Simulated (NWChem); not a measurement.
# SiNH4O (SMILES [NH][SiH2]O): levels of theory compared

Aim: a comparison of 4 runs (UHF/STO-3G, UHF/3-21G, UB3LYP/6-31G*) of SiNH4O. 

The calculation is run with NWChem 7.3.0.

### Step 1. Starting point

The species is SiNH4O (7 atoms), meant as a doublet with charge 0. SMILES: `[NH][SiH2]O`. The shape is that of a PBE0-D4/def2-TZVP optimisation. This is one conformer, not always the lowest.

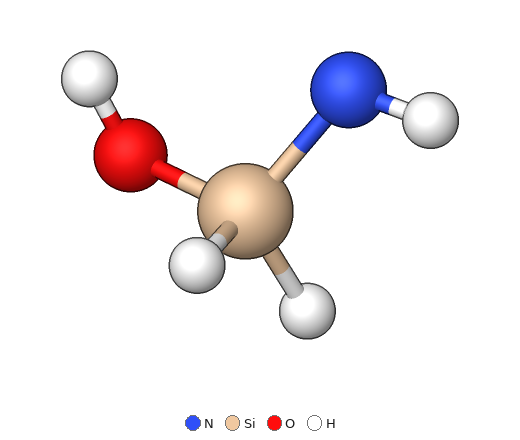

The structure, seen from a chosen angle (nitrogen blue, silicon light orange, oxygen red, hydrogen white).

### Step 2. Energy and gradient at UHF/STO-3G (run 1)

Contents of geom.xyz:

```xyz
7
H4NOSi
N     -1.219700    -0.362600     0.666700
Si     0.116600     0.212100    -0.290000
O      1.398500    -0.795100    -0.146900
H     -2.101000     0.125500     0.496300
H     -0.184300     0.263000    -1.742100
H      0.414600     1.577200     0.236200
H      1.636600    -1.088000     0.734200
```

Contents of geom.nw:

```
start geom
title "H4NOSi"
memory 2200 mb
charge 0

geometry noautosym nocenter noautoz
 load format xyz geom.xyz
end

basis spherical bse
 * library STO-3G
end

scf
 doublet
 uhf
 thresh 1e-08
 maxiter 80
 print low
end

task scf gradient
```

On the command line:

```console
$ nwchem geom.nw > geom.out
```

The log of the run:

```text
[...]
  functions       =    23
[...]
  wavefunction    = UHF
[...]
         Total SCF energy =   -415.484268944563
      One electron energy =   -797.732394688965
      Two electron energy =    271.525294280215
 Nuclear repulsion energy =    110.722831464187
                       Sz =      0.5000
                 Sz(Sz+1) =      0.7500
                      S^2 =      0.7583
[...]
                         UHF ENERGY GRADIENTS
    atom               coordinates                        gradient
                 x          y          z           x          y          z
   1 N      -2.304899  -0.685215   1.259880   -0.001478   0.030862  -0.024994
   2 Si      0.220342   0.400811  -0.548021   -0.005600  -0.053250   0.027186
   3 O       2.642782  -1.502521  -0.277601   -0.013734   0.007952   0.033367
   4 H      -3.970314   0.237161   0.937871    0.018885  -0.016388   0.009775
   5 H      -0.348276   0.496998  -3.292092   -0.005573   0.000383  -0.030783
   6 H       0.783480   2.980476   0.446353    0.004753   0.029272   0.013717
   7 H       3.092726  -2.056022   1.387437    0.002747   0.001169  -0.028269
 Task  times  cpu:        1.3s     wall:        1.3s
 Total times  cpu:        1.3s     wall:        1.3s
```

Wall time 1.8 s (1 thread of Intel Xeon Platinum 8488C (Sapphire Rapids), shared host); peak memory 0.1 GiB.

### Step 3. Energy and forces at UHF/3-21G (run 2)

Contents of geom.nw:

```
start geom
title "H4NOSi"
memory 2200 mb
charge 0
geometry noautosym nocenter noautoz
N       -1.219700      -0.362600       0.666700
Si       0.116600       0.212100      -0.290000
O        1.398500      -0.795100      -0.146900
H       -2.101000       0.125500       0.496300
H       -0.184300       0.263000      -1.742100
H        0.414600       1.577200       0.236200
H        1.636600      -1.088000       0.734200
end
basis "ao basis" spherical bse
* library 3-21G
end
scf
nopen 1
uhf
thresh 1e-08
maxiter 80
print low
end
task scf gradient
```

On the command line:

```console
$ nwchem geom.nw > geom.out
```

The log of the run:

```text
[...]
  functions       =    39
[...]
  wavefunction    = UHF
[...]
         Total SCF energy =   -418.309152156710
      One electron energy =   -798.432947034955
      Two electron energy =    269.400963414059
 Nuclear repulsion energy =    110.722831464187
                       Sz =      0.5000
                 Sz(Sz+1) =      0.7500
                      S^2 =      0.7569
[...]
                         UHF ENERGY GRADIENTS
    atom               coordinates                        gradient
                 x          y          z           x          y          z
   1 N      -2.304899  -0.685215   1.259880    0.026107   0.002304  -0.011256
   2 Si      0.220342   0.400811  -0.548021   -0.009173  -0.026645   0.028168
   3 O       2.642782  -1.502521  -0.277601   -0.014433   0.011733  -0.007882
   4 H      -3.970314   0.237161   0.937871    0.004055   0.005468  -0.005615
   5 H      -0.348276   0.496998  -3.292092    0.001497  -0.001832  -0.002494
   6 H       0.783480   2.980476   0.446353    0.001245   0.000800   0.001376
   7 H       3.092726  -2.056022   1.387437   -0.009298   0.008171  -0.002298
 Task  times  cpu:        1.8s     wall:        1.8s
 Total times  cpu:        1.9s     wall:        1.9s
```

Wall time 2.5 s (1 thread of Intel Xeon Platinum 8488C (Sapphire Rapids), shared host); peak memory 0.099 GiB.

Run 3 isn't shown in full; the table further down has it.

### Step 4. Energy and forces at UB3LYP/6-31G(d) (Cartesian functions) (run 4)

Contents of h4nosi.nw:

```
start h4nosi
memory 2200 mb

geometry units angstroms noautosym nocenter noautoz
  N    -1.219700   -0.362600    0.666700
  Si    0.116600    0.212100   -0.290000
  O     1.398500   -0.795100   -0.146900
  H    -2.101000    0.125500    0.496300
  H    -0.184300    0.263000   -1.742100
  H     0.414600    1.577200    0.236200
  H     1.636600   -1.088000    0.734200
end

basis cartesian
  N library 6-31G*
  Si library 6-31G*
  O library 6-31G*
  H library 6-31G*
end

dft
  xc b3lyp
  mult 2
  grid xfine
  convergence energy 1e-08
  maxiter 100
  mulliken
  noprint "final vectors analysis"
end

task dft gradient
```

On the command line:

```console
$ nwchem h4nosi.nw > h4nosi.out
```

The log of the run:

```text
[...]
          Wavefunction type:  spin polarized.
          No. of atoms     :     7
          No. of electrons :    33
[...]
          Charge           :     0
          Spin multiplicity:     2
[...]
          AO basis - number of functions:    57
[...]
              XC Information
              --------------
                         B3LYP Method XC Potential
                     Hartree-Fock (Exact) Exchange  0.200
                        Slater Exchange Functional  0.800 local
                    Becke 1988 Exchange Functional  0.720 non-local
              Lee-Yang-Parr Correlation Functional  0.810
                  VWN I RPA Correlation Functional  0.190 local
[...]
 d= 0,ls=0.0,diis     1   -421.7734797275 -5.32D+02  1.01D-02  1.61D-01     2.7
[...]
 d= 0,ls=0.0,diis    12   -421.8507150107 -2.93D-09  5.02D-07  4.34D-10    30.9
[...]
         Total DFT energy =     -421.850715010741
      One electron energy =     -801.754241583396
           Coulomb energy =      307.146048686281
    Exchange-Corr. energy =      -37.965353577813
 Nuclear repulsion energy =      110.722831464187
[...]
      Total Density - Mulliken Population Analysis
     ---------------------------------------------
    Atom       Charge   Shell Charges
 -----------   ------   -------------------------------------------------------
    1 N    7     7.57   1.99  0.84  2.31  0.97  1.46  0.00
    2 Si  14    13.30   2.00  1.99  5.96  0.98  1.71  0.16  0.25  0.25
    3 O    8     8.68   1.99  0.90  2.96  0.90  1.89  0.04
    4 H    1     0.69   0.51  0.18
    5 H    1     1.08   0.51  0.57
    6 H    1     1.10   0.51  0.59
    7 H    1     0.58   0.47  0.11
[...]
      <S2> =      0.7532 (Exact =     0.7500)
[...]
  wavefunction    = open shell
[...]
```

Run time: 37 s. Hardware: 1 thread of Intel Xeon Platinum 8488C (Sapphire Rapids), shared host; peak memory 0.13 GiB.

### Step 5. The series

| run | level | iteration cap | module | energy (Eh) | ⟨S²⟩ | largest force (eV/Å) | wall time |
| --- | --- | --- | --- | --- | --- | --- | --- |
| 1 | UHF/STO-3G | 80 | scf | -415.484269 | 0.758 | 3.088 | 1.8 s |
| 2 | UHF/3-21G | 80 | scf | -418.309152 | 0.757 | 2.049 | 2.5 s |
| 3 | UB3LYP/6-31G* (spherical functions) | 100 | dft | -421.846217 | 0.753 | 0.627 | 35 s |
| 4 | UB3LYP/6-31G* (Cartesian functions) | 100 | dft | -421.850715 | 0.753 | 0.612 | 37 s |

### Step 6. Results

| quantity | value |
| --- | --- |
| run 4: total energy | -421.85072 Eh |
| run 4: dipole moment | 1.29 D |
| run 4: ⟨S²⟩ | 0.753 |
| run 4: largest force on an atom | 0.612 eV/Å |

In run 1 the basis is minimal, so the values are rough. All runs together took 76 s, the longest 37 s.
